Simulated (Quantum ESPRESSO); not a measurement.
# Magnetic state of MnSi (B20 Mn4Fe0Si4) from several starts

Does MnSi (B20 Mn4Fe0Si4) prefer parallel or opposed moments, or none?

Program: Quantum ESPRESSO 7.5. Level of theory: PBE; plane waves with GBRV 1.5 PBE potentials, no spin-orbit coupling. Results are calculated unless marked as measured.

The experiments to compare with:

“Understanding the muSR spectra of MnSi without magnetic polarons” (2014, arxiv:1405.0140) quotes from earlier work for MnSi, cubic B20 (bulk crystal, 0 K): moment (static ordered moment per Mn, T to 0 K) about 0.4 μB [Rounded literature value for the low-temperature limit].

## Step 1: The structure

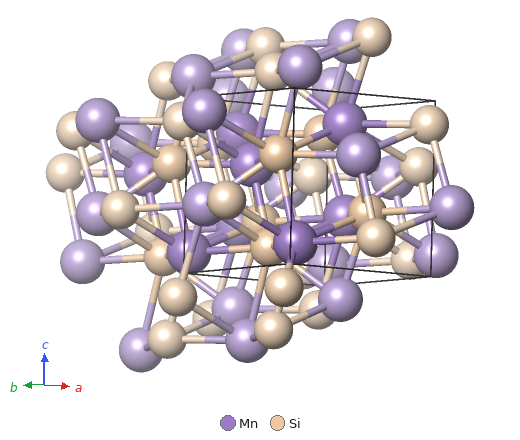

Start, viewed slightly off an axis; manganese light purple, silicon light orange. 1×2×1 cells are drawn. Some periodic images of atoms are drawn too.

The cell was typed by rule, not taken from a database of measured structures.

## Step 2: Run 1, typed as ferro ++++

The signs are those of the starting moments on the seeded atoms, the atoms that are given a moment.

File pw.in:

```
&CONTROL
  calculation = 'scf'
  prefix = 'pwscf'
  outdir = './tmp'
  pseudo_dir = './pseudo'
  disk_io = 'nowf'
/
&SYSTEM
  ibrav = 0
  celldm(1) = 8
  nat = 8
  ntyp = 2
  ecutwfc = 40
  ecutrho = 280
  nbnd = 54
  occupations = 'smearing'
  smearing = 'fd'
  degauss = 0.00367493
  nspin = 2
  starting_magnetization(1) = 0.1333
  starting_magnetization(2) = 0
/
&ELECTRONS
  conv_thr = 1.6d-08
  electron_maxstep = 150
  mixing_beta = 0.3
/
ATOMIC_SPECIES
Mn     54.9380 mn_pbe_v1.5.uspp.F.UPF
Si     28.0850 si_pbe_v1.uspp.F.UPF
CELL_PARAMETERS alat
   1.0771438910367    0.0000000000000    0.0000000000000
   0.0000000000000    1.0771438910367    0.0000000000000
   0.0000000000000    0.0000000000000    1.0771438910367
ATOMIC_POSITIONS crystal
Mn      0.1370000000    0.1370000000    0.1370000000
Mn      0.3630000000    0.8630000000    0.6370000000
Mn      0.8630000000    0.6370000000    0.3630000000
Mn      0.6370000000    0.3630000000    0.8630000000
Si      0.8450000000    0.8450000000    0.8450000000
Si      0.6550000000    0.1550000000    0.3450000000
Si      0.1550000000    0.3450000000    0.6550000000
Si      0.3450000000    0.6550000000    0.1550000000
K_POINTS automatic
10 10 10 0 0 0
```

Launch:

```bash
$ OMP_NUM_THREADS=1 mpirun -n 4 pw.x -nk 4 -in pw.in > pw.out
```

The program printed:

```text
Program PWSCF v.7.5 starts

     Message from routine setup:
     using ibrav=0 with symmetry is DISCOURAGED, use correct ibrav instead

     K-points division:     npool     =       4
     Subspace diagonalization in iterative solution of the eigenvalue problem:

     G-vector sticks info
     --------------------
     sticks:   dense  smooth     PW     G-vecs:    dense   smooth      PW
     Sum        1649     949    293                50685    21879    3743

     Using Slab Decomposition

     bravais-lattice index     =            0
     lattice parameter (alat)  =       8.0000  a.u.
     unit-cell volume          =     639.8691 (a.u.)^3
     number of atoms/cell      =            8
     number of atomic types    =            2
     number of electrons       =        76.00
     number of Kohn-Sham states=           54
     kinetic-energy cutoff     =      40.0000  Ry
     charge density cutoff     =     280.0000  Ry
     scf convergence threshold =      1.6E-08
     mixing beta               =       0.3000
     number of iterations used =            8  plain     mixing
     Exchange-correlation= SLA  PW   PBE  PBE
                           (   1   4   3   4   0   0   0)

     celldm(1)=   8.000000  celldm(2)=   0.000000  celldm(3)=   0.000000
     celldm(4)=   0.000000  celldm(5)=   0.000000  celldm(6)=   0.000000

     crystal axes: (cart. coord. in units of alat)
               a(1) = (   1.077144   0.000000   0.000000 )
               a(2) = (   0.000000   1.077144   0.000000 )
               a(3) = (   0.000000   0.000000   1.077144 )

     reciprocal axes: (cart. coord. in units 2 pi/alat)
               b(1) = (  0.928381  0.000000  0.000000 )
               b(2) = (  0.000000  0.928381  0.000000 )
               b(3) = (  0.000000  0.000000  0.928381 )

     PseudoPot. # 1 for Mn read from file:
     mn_pbe_v1.5.uspp.F.UPF
     Pseudo is Ultrasoft + core correction, Zval = 15.0
     Generated by new atomic code, or converted to UPF format
     Using radial grid of  859 points,  6 beta functions with:
                l(1) =   0
                l(2) =   0
                l(3) =   1
                l(4) =   1
                l(5) =   2
                l(6) =   2
     Q(r) pseudized with  8 coefficients,  rinner =    0.950   0.950   0.950
                                                       0.950   0.950

     PseudoPot. # 2 for Si read from file:
     si_pbe_v1.uspp.F.UPF
     Pseudo is Ultrasoft + core correction, Zval =  4.0
     Generated by new atomic code, or converted to UPF format
     Using radial grid of  899 points,  6 beta functions with:
                l(1) =   0
                l(2) =   0
                l(3) =   1
                l(4) =   1
                l(5) =   2
                l(6) =   2
     Q(r) pseudized with  8 coefficients,  rinner =    0.900   0.900   0.900
                                                       0.900   0.900

     atomic species   valence    mass     pseudopotential
     Mn               15.00    54.93800     Mn( 1.00)
     Si                4.00    28.08500     Si( 1.00)

     Starting magnetic structure
     atomic species   magnetization
     Mn              0.133
     Si              0.000

     12 Sym. Ops. (no inversion) found ( 9 have fractional translation)

   Cartesian axes

     site n.     atom                  positions (alat units)
         1        Mn     tau(   1) = (   0.1475687   0.1475687   0.1475687  )
         2        Mn     tau(   2) = (   0.3910032   0.9295752   0.6861407  )
         3        Mn     tau(   3) = (   0.9295752   0.6861407   0.3910032  )
         4        Mn     tau(   4) = (   0.6861407   0.3910032   0.9295752  )
         5        Si     tau(   5) = (   0.9101866   0.9101866   0.9101866  )
         6        Si     tau(   6) = (   0.7055292   0.1669573   0.3716146  )
         7        Si     tau(   7) = (   0.1669573   0.3716146   0.7055292  )
         8        Si     tau(   8) = (   0.3716146   0.7055292   0.1669573  )

     number of k points=    76  Fermi-Dirac smearing, width (Ry)=  0.0037
                       cart. coord. in units 2pi/alat
        k(    1) = (   0.0000000   0.0000000   0.0000000), wk =   0.0010000
        k(    2) = (   0.0000000   0.0000000   0.0928381), wk =   0.0060000
        k(    3) = (   0.0000000   0.0000000   0.1856762), wk =   0.0060000
        k(    4) = (   0.0000000   0.0000000   0.2785143), wk =   0.0060000
        k(    5) = (   0.0000000   0.0000000   0.3713524), wk =   0.0060000
        [... 71 further k-points ...]

     Dense  grid:    50685 G-vectors     FFT dimensions: (  48,  48,  48)

     Smooth grid:    21879 G-vectors     FFT dimensions: (  36,  36,  36)

     Check: negative core charge=   -0.000039
     Generating pointlists ...
     new r_m :   0.2247 (alat units)  1.7978 (a.u.) for type    1
     new r_m :   0.2247 (alat units)  1.7978 (a.u.) for type    2

     Initial potential from superposition of free atoms

     starting charge      73.9970, renormalised to      76.0000
     Starting wfcs are   68 randomized atomic wfcs

     Self-consistent Calculation

     iteration #  1     ecut=    40.00 Ry     beta= 0.30
     Davidson diagonalization with overlap
     ethr =  1.00E-02,  avg # of iterations =  3.4

     total energy              =    -881.28325592 Ry
     estimated scf accuracy    <       7.66405039 Ry

     total magnetization       =     3.84 Bohr mag/cell
     absolute magnetization    =     4.74 Bohr mag/cell

     iteration #  2     ecut=    40.00 Ry     beta= 0.30
     Davidson diagonalization with overlap
     ethr =  1.00E-02,  avg # of iterations =  2.4

     total energy              =    -882.84211425 Ry
     estimated scf accuracy    <       4.79140071 Ry

     total magnetization       =     5.42 Bohr mag/cell
     absolute magnetization    =     6.39 Bohr mag/cell

     iteration #  3     ecut=    40.00 Ry     beta= 0.30
     Davidson diagonalization with overlap
     ethr =  6.30E-03,  avg # of iterations =  1.2

     total energy              =    -883.45461737 Ry
     estimated scf accuracy    <       0.08323580 Ry

     total magnetization       =     5.25 Bohr mag/cell
     absolute magnetization    =     6.14 Bohr mag/cell

     [... further iterations left out ...]

     iteration # 13     ecut=    40.00 Ry     beta= 0.30
     Davidson diagonalization with overlap
     ethr =  8.46E-09,  avg # of iterations =  2.6

     total energy              =    -883.48759792 Ry
     estimated scf accuracy    <       0.00000142 Ry

     total magnetization       =     3.99 Bohr mag/cell
     absolute magnetization    =     4.71 Bohr mag/cell

     iteration # 14     ecut=    40.00 Ry     beta= 0.30
     Davidson diagonalization with overlap
     ethr =  1.87E-09,  avg # of iterations =  2.0

     total energy              =    -883.48759842 Ry
     estimated scf accuracy    <       0.00000002 Ry

     total magnetization       =     3.98 Bohr mag/cell
     absolute magnetization    =     4.70 Bohr mag/cell

     iteration # 15     ecut=    40.00 Ry     beta= 0.30
     Davidson diagonalization with overlap
     ethr =  3.08E-11,  avg # of iterations =  5.0

     total energy              =    -883.48759851 Ry
     estimated scf accuracy    <       0.00000015 Ry

     total magnetization       =     3.98 Bohr mag/cell
     absolute magnetization    =     4.71 Bohr mag/cell

     iteration # 16     ecut=    40.00 Ry     beta= 0.30
     Davidson diagonalization with overlap
     ethr =  3.08E-11,  avg # of iterations =  3.3

     Magnetic moment per site  (integrated on atomic sphere of radius R)
     atom   1 (R=0.225)  charge= 12.9928  magn=  1.0225
     atom   2 (R=0.225)  charge= 12.9928  magn=  1.0225
     atom   3 (R=0.225)  charge= 12.9928  magn=  1.0225
     atom   4 (R=0.225)  charge= 12.9928  magn=  1.0225
     atom   5 (R=0.225)  charge=  1.7536  magn= -0.0463
     atom   6 (R=0.225)  charge=  1.7536  magn= -0.0463
     atom   7 (R=0.225)  charge=  1.7536  magn= -0.0463
     atom   8 (R=0.225)  charge=  1.7536  magn= -0.0463

     End of self-consistent calculation

     Number of k-points >= 100: set verbosity='high' to print the bands.

     the Fermi energy is    15.4999 ev

!    total energy              =    -883.48759867 Ry
     estimated scf accuracy    <          7.9E-09 Ry
     smearing contrib. (-TS)   =      -0.00281480 Ry
     internal energy E=F+TS    =    -883.48478388 Ry

     The total energy is F=E-TS. E is the sum of the following terms:
     one-electron contribution =    -463.41801384 Ry
     hartree contribution      =     272.59185211 Ry
     xc contribution           =    -124.06092737 Ry
     ewald contribution        =    -568.59769478 Ry

     total magnetization       =     3.98 Bohr mag/cell
     absolute magnetization    =     4.70 Bohr mag/cell

     convergence has been achieved in  16 iterations

=------------------------------------------------------------------------------=
   JOB DONE.
=------------------------------------------------------------------------------=
```

Run time: 2.6 min. Hardware: 4 MPI ranks of Arm Neoverse V2, shared host; peak memory 0.81 GiB.

Spin moment in the atom's sphere by atom:

```csv
atom,spin moment in the atom's sphere (μB)
Mn1,1.02
Mn2,1.02
Mn3,1.02
Mn4,1.02
Si5,-0.05
Si6,-0.05
Si7,-0.05
Si8,-0.05
```

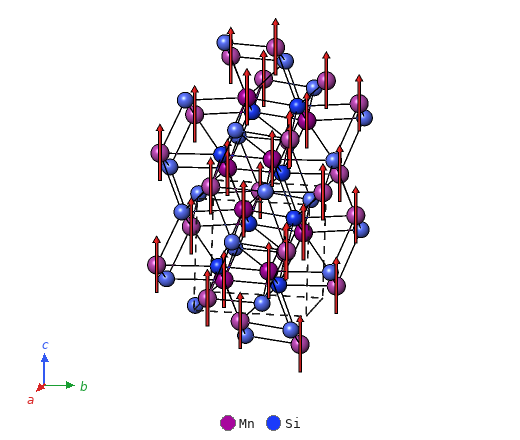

Spin moment in the atom's sphere as arrows, the longest 1.02 μB. Up and down stand for the sign. Arrows give size and sign along the axis of quantisation, drawn up and down the page. 1×1×2 cells are drawn. Some periodic images of atoms are drawn too.

Read from the output:

| Item | Value |
| --- | --- |
| smearing term TS | 0.03830 eV |
| magnetization | 3.982 μB |
| absolute magnetization | 4.702 μB |
| final state | ferromagnetic |

(Part 1 of 2 ends here.)

[Logs and program files are shortened in this print: banners, set-up blocks, solver, clock and traceback lines can be left out without a mark of their own.]

[Logs are printed without paths, hosts, clocks, repeated set-up lines and the standing remarks that a program may print on its own settings, such as how far it seeks lower states.]

[Hosts, paths, dates, database ids (printed as entryN), source tags and the programs' standing remarks are cut or masked in the printed files.]

[Where a cell is said to come from a database of computed structures, the database is the Materials Project.]
